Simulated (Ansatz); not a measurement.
## Electronic structure of TaPt2N3 in real space

The calculation's input:

```
crystal:
  lattice:
    - [2.5707210362, -3.2952915624, -0.0248672718]
    - [2.5790540447, 3.3017343299, -0.0306105895]
    - [-0.045753797, -0.0036621902, 4.2379027255]
  atoms:
    - { symbol: Ta, position: [0.0037184552, -0.0002353367, -0.010755482] }
    - { symbol: Pt, position: [0.5027067331, 0.0066425011, 0.4815579698] }
    - { symbol: Pt, position: [-0.0108112354, 0.5013563854, 0.5001501997] }
    - { symbol: "N", position: [0.7063070693, 0.305875309, 0.0223208045] }
    - { symbol: "N", position: [0.2683180595, 0.6817158765, 0.0176076579] }
    - { symbol: "N", position: [0.5230812152, 0.5016559629, 0.5173376773] }
kpoints:
  mp_grid: { grid: [4, 4, 4] }
hamiltonian:
  xc: pbesol
scf:
  occupations: { method: fermi_dirac, width: 0.05 }
relax:
  f_tol: 0.01
  cell: {}
  max_steps: 120
output:
  write_density: true
  write_potential: true
  elf: true
  volumetric_format: npy
```

Launched as:

```sh
ansatz run input.yaml --threads 2 --pin off --max-ram 2211MiB --backend cpu --events-out ev --progress --plain --runs-dir out
```

Below, planes, directions and counts refer to the conventional cell (a = 5.26 Å, b = 6.45 Å, c = 4.14 Å, α = 90.00°, β = 92.89°, γ = 90.00°).

The fields are those of the run's last geometry, not of the input's.

Space group Cm; a structure from a database of computed crystals, not necessarily the ambient phase; started from the LaAl2Cu3-65 prototype, which need not be the ambient phase; changed on purpose from its base cell (shaken).

Method: Ansatz, DFT, PBEsol, plane waves, PAW.

The density is the valence pseudo-density of a PAW calculation; it isn't the true density close to the nuclei.

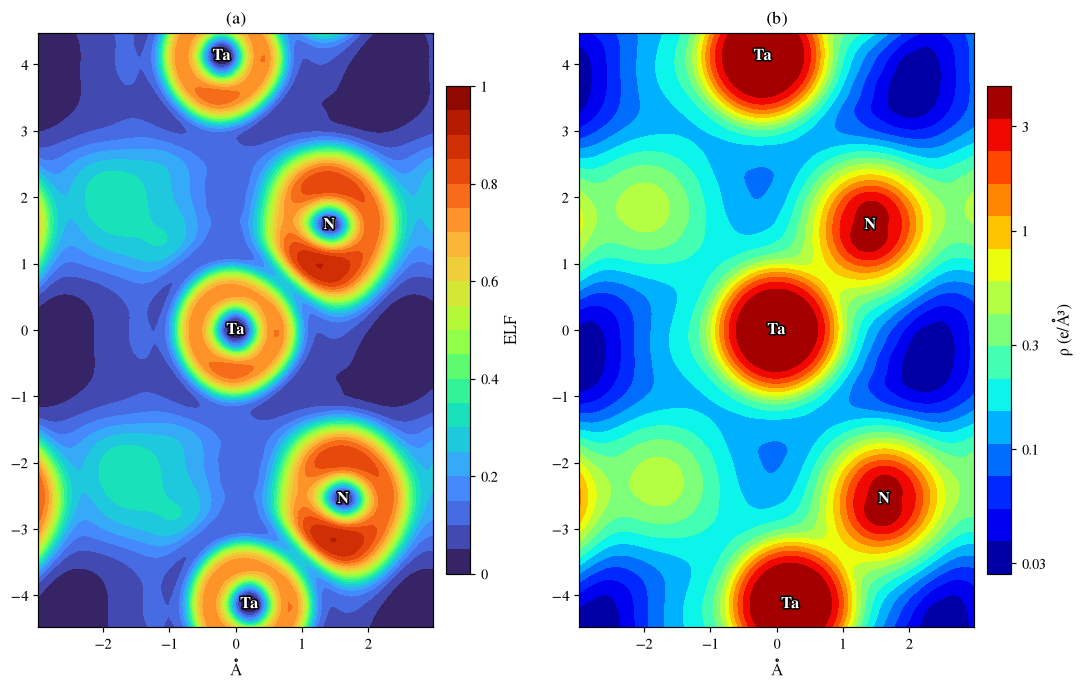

Figure 1. (a) ELF; (b) valence electron density on the (010) plane of the conventional cell.

Describe what can be read from this map.

Answer.
- The section cuts through Ta and N sites.
- Ta–N (2.12 Å): ρ is about 0.73 e/Å³ halfway; the ELF peaks at about 0.85 in the valence shell of N, 0.6 Å from its nucleus, and is about 0.30 at the midpoint; no localised pair shows between them.
- Between the atoms the lowest density in this plane is 0.03 e/Å³.
- The features right at Ta lie inside the PAW spheres, where the map follows smoothed inner orbitals and isn't to be read closely.

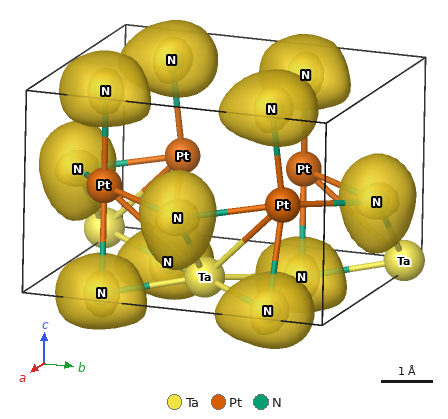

Figure 2. Isosurface of the ELF at 0.65 (yellow), seen slightly off an axis. Only the valence region is drawn (cores and ρ < 0.01 e/Å³ removed). Sticks mark near contacts.

Identify the bonds, lone pairs and shells in this picture.

Answer. At this value the surface marks out six regions wrapped around N (the valence shell of each), counted in one cell of 12 atoms. Regions shared between cells count once.


Pt–N (2.05 Å): the ELF peaks at about 0.75 in the valence shell of N, 0.6 Å from its nucleus, and is about 0.25 at the midpoint. Ta–N (2.08 Å): the ELF peaks at about 0.85 in the valence shell of N, 0.6 Å from its nucleus, and is about 0.30 at the midpoint (no localised pair shows between them).
